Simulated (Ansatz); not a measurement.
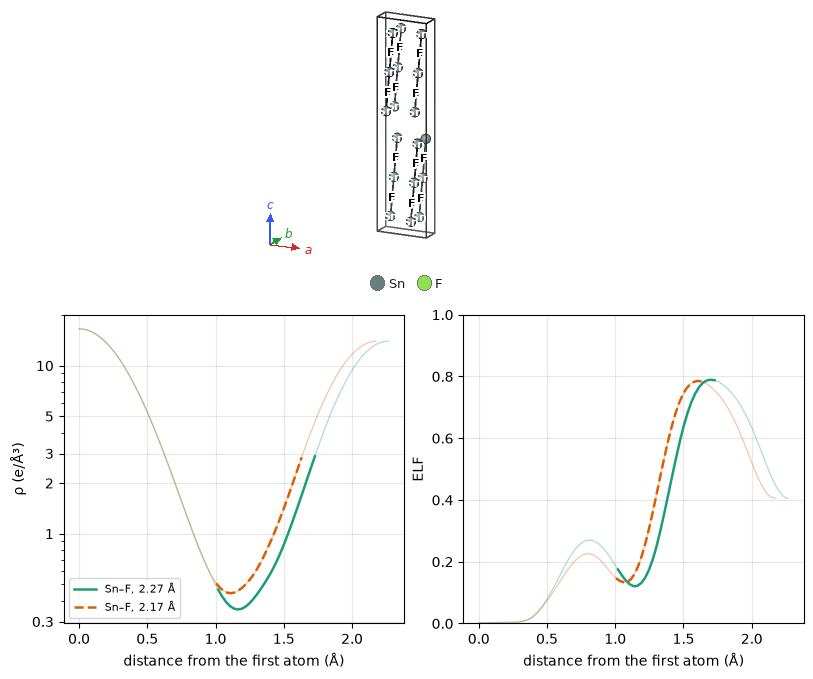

*Sn₃F₂. Valence charge density (pseudo) and ELF along straight lines between neighbouring atoms. Thin, pale parts lie inside the atomic spheres. The structure is drawn too.*

Space group C2/m; a generated structure, not necessarily the stable one; not relaxed (largest force 0.4 eV/Å); computed pressure about −2 GPa in this cell.

All numbers below come from Ansatz 0.2.0, DFT r2SCAN, scalar-relativistic, plane waves, PAW.

Core electrons are frozen (PAW), and the valence fields are smoothed inside the atomic spheres.

**What can be read from the curves?**

Sn–F (2.27 Å): the density is about 0.36 e/Å³ at the midpoint; the ELF is about 0.10 at the midpoint: no shared electron pair shows on this line.
Sn–F (2.17 Å): ρ at the midpoint is about 0.45 e/Å³; the ELF peaks at about 0.80 in the valence shell of F, 0.6 Å from its nucleus, and drops to about 0.15 between the two atoms (no localised pair shows between them).
